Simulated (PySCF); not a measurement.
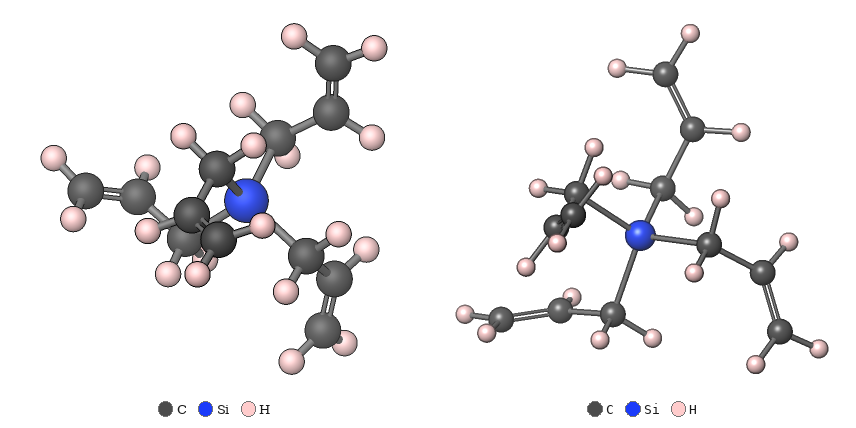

Two views of one molecule.

The geometry was computed by an optimisation with PBE0-D3(BJ)/def2-SVP. No frequency run is at hand to confirm it as a minimum.

Question: What is the molecular formula?

Answer: C12H20Si, 33 atoms: 12 carbon, 20 hydrogen and 1 silicon.

Question: Count the bonded pairs by element.

Answer: 20 C–H, 8 C–C, 4 C–Si.

Question: Name some functional groups or characteristic bonds that it holds.

Answer: Among them: alkene.

The parts below concern this one geometry. Atoms keep their numbers from picture to picture.

### NMR shielding

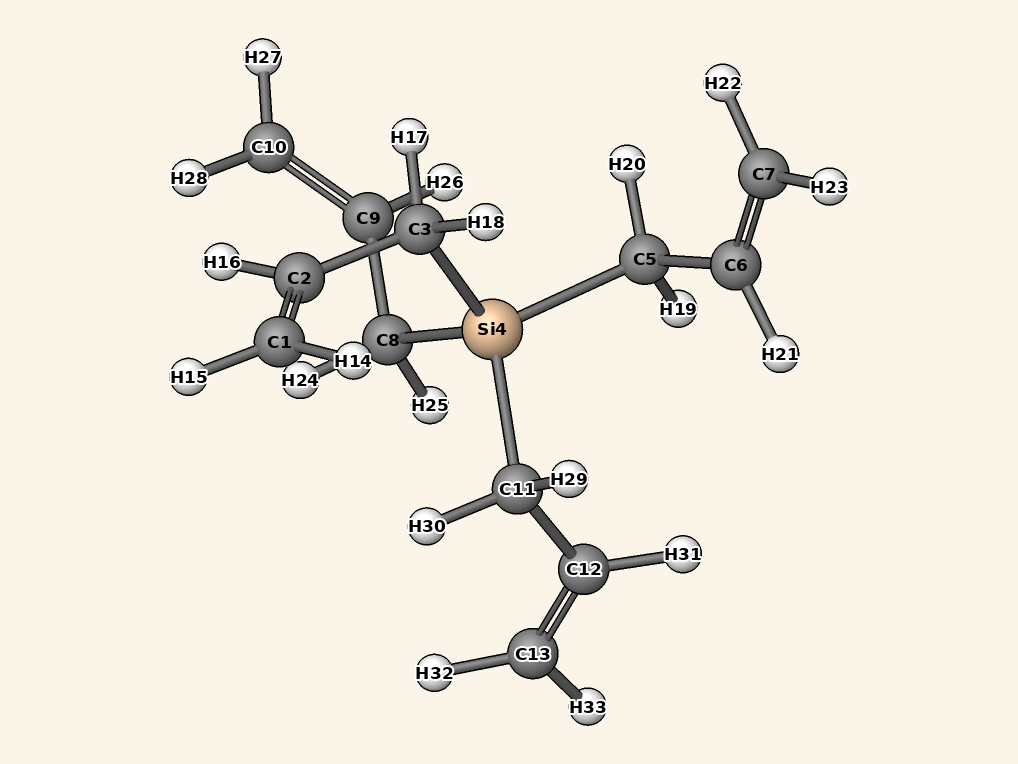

The questions are on isotropic NMR shieldings of the C atoms. No frequency run is at hand to confirm it as a minimum. Method: GIAO PBE0/pcSseg-1 NMR shielding, non-relativistic, gas phase (PySCF 2.14.0).

Question: Which C atom is the most shielded (lowest chemical shift)?

Answer: C3 (166.1 ppm).

Question: Which C atom is the least shielded (highest chemical shift)?

Answer: C9 (40.7 ppm).

Question: How wide is the range of C shifts?

Answer: 125.4 ppm.

List the isotropic NMR shieldings of the C atoms.

```json
{"atom": "C1", "σ (ppm)": "64.3"}
{"atom": "C2", "σ (ppm)": "41.3"}
{"atom": "C3", "σ (ppm)": "166.1"}
{"atom": "C5", "σ (ppm)": "163.3"}
{"atom": "C6", "σ (ppm)": "41.5"}
{"atom": "C7", "σ (ppm)": "63.4"}
{"atom": "C8", "σ (ppm)": "164.0"}
{"atom": "C9", "σ (ppm)": "40.7"}
{"atom": "C10", "σ (ppm)": "63.5"}
{"atom": "C11", "σ (ppm)": "164.2"}
{"atom": "C12", "σ (ppm)": "41.5"}
{"atom": "C13", "σ (ppm)": "63.5"}
```

### Electronic properties

No frequency run is at hand to confirm it as a minimum. Properties computed with PBE0/def2-SVPD, gas phase (PySCF 2.14.0). Excitations: vertical, linear response.

What does the calculation give?

- dipole moment: 0.41 D
- HOMO energy (Kohn–Sham orbital): −6.83 eV
- LUMO energy (Kohn–Sham orbital): 0.04 eV
- HOMO–LUMO gap: 6.87 eV
- mean static polarisability: 174.6 bohr³
- lowest vertical singlet excitation: 6.06 eV
- its oscillator strength: 0.011
- brightest of the 10 lowest singlets: 6.36 eV
- its oscillator strength: 0.29

### Charges

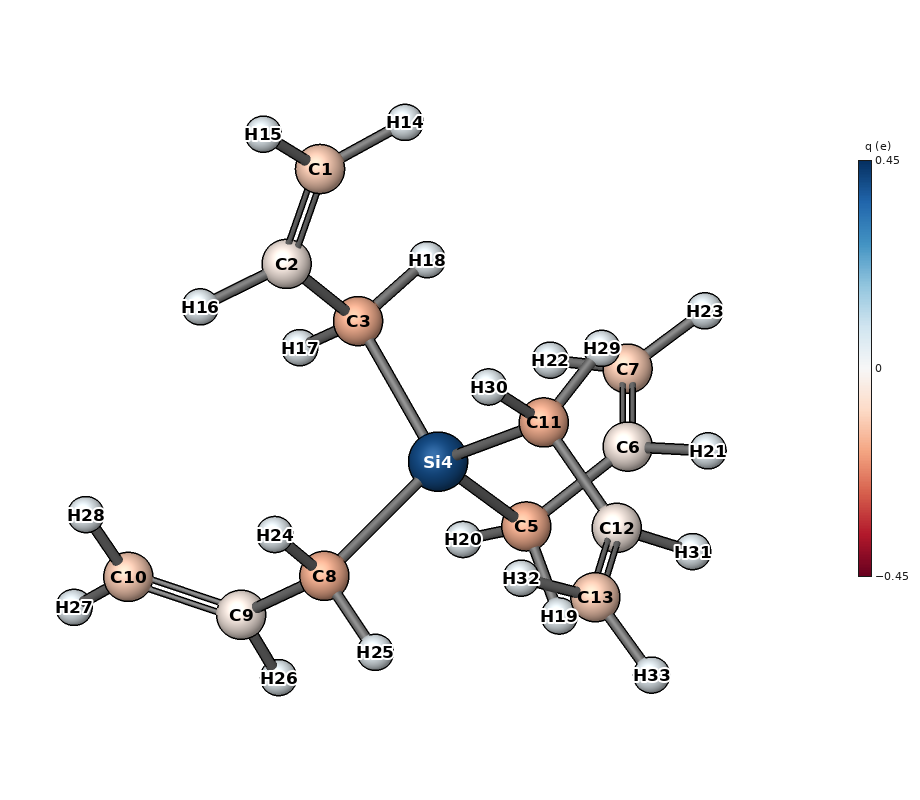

Atoms are coloured by their Hirshfeld charges. No frequency run is at hand to confirm it as a minimum. Level of theory: PBE0/pcSseg-1, gas phase (PySCF 2.14.0).

List the Hirshfeld charges.

```csv
atom,value (e)
C1,−0.11
C2,−0.04
C3,−0.16
Si4,0.40
C5,−0.16
C6,−0.04
C7,−0.11
C8,−0.16
C9,−0.04
C10,−0.11
C11,−0.16
C12,−0.04
C13,−0.11
H14,0.04
H15,0.04
H16,0.04
H17,0.04
H18,0.04
H19,0.04
H20,0.04
H21,0.04
H22,0.04
H23,0.04
H24,0.04
H25,0.04
H26,0.04
H27,0.04
H28,0.04
H29,0.04
H30,0.04
H31,0.04
H32,0.04
H33,0.04
```
